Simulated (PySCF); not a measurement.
In(F)(Me)2, SMILES [CH3][In]([CH3])[F] at its PBE0/def2-SVP optimised geometry (Å):

```
10

In     0.0257     0.0619     0.0000
F     -0.6370     1.9323     0.0000
C     -1.6423    -1.2892     0.0076
H     -1.6090    -1.9323     0.8991
H     -1.6165    -1.9305    -0.8855
H     -2.5719    -0.7042     0.0120
C      2.1721     0.0619     0.0000
H      2.5719    -0.7356    -0.6419
H      2.5342    -0.0989     1.0266
H      2.5270     1.0394    -0.3539
```

Level of theory: PBE0/def2-TZVP, def2 effective core potentials past Kr (PySCF). The core electrons that the potentials of In replace are not part of the density.

Map of the deformation density (molecule minus spherical neutral atoms) (e/bohr³) on the plane z = 1.0 Å:

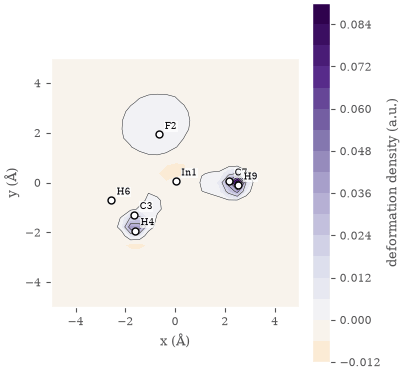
*Deformation density (molecule minus spherical neutral atoms) (e/bohr³) on the plane z = 1.0 Å.*
